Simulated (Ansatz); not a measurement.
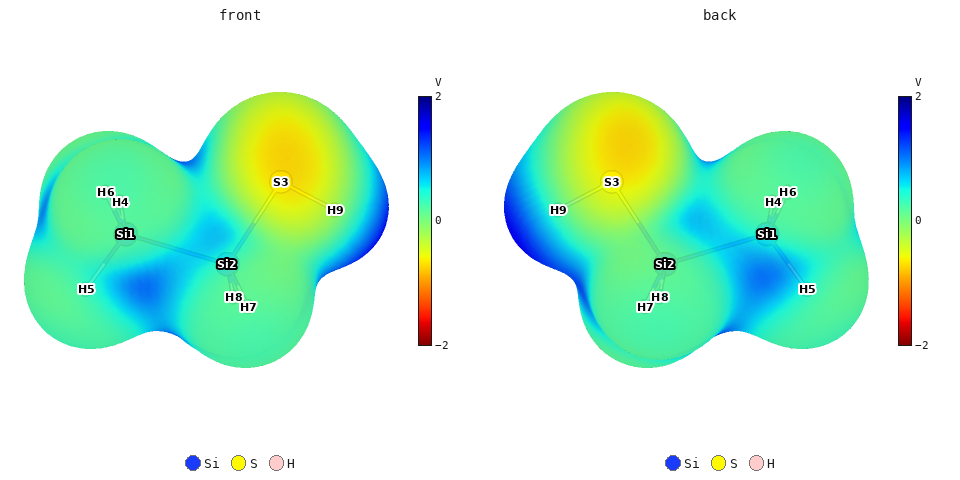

Figure. H6SSi2. The electrostatic potential painted on the density surface at 0.002 e/bohr³, seen from the front and from behind; the colour scale runs from red (negative) to blue (positive).

Geometry: PBE0-D4/def2-TZVP.

Level of theory: RKS PBE0-D4/def2-TZVPP (Ansatz).

Input file:

```
crystal:
  periodic: [false, false, false]
  atoms:
    - {symbol: Si, position_ang: [-0.676982, 1.083705, -0.879815]}
    - {symbol: Si, position_ang: [0.574130, -0.621830, 0.116915]}
    - {symbol: S, position_ang: [-0.171936, -0.828755, 2.115320]}
    - {symbol: H, position_ang: [-2.117517, 0.717358, -0.897186]}
    - {symbol: H, position_ang: [-0.209516, 1.284064, -2.277785]}
    - {symbol: H, position_ang: [-0.505271, 2.352012, -0.123791]}
    - {symbol: H, position_ang: [0.419393, -1.894115, -0.639676]}
    - {symbol: H, position_ang: [2.020712, -0.271966, 0.126055]}
    - {symbol: H, position_ang: [0.666989, -1.820473, 2.459962]}
basis:
  gaussian: {orbitals: def2-TZVPP}
hamiltonian: {xc: pbe0, dispersion: d4}
output: {orbitals: {seedname: orbitals}}
```

Launched as:

```sh
ansatz run in.yaml --threads 2 --pin off --events-out ev --progress --plain --max-ram 4352MiB
```

Question: Which sites attract a positive test charge, and which a negative one?

Answer: A positive charge is drawn to the negative regions and a negative charge to the positive ones. The most negative region (about −0.7 V) lies over S3, the most positive (about +1.5 V) over H9.
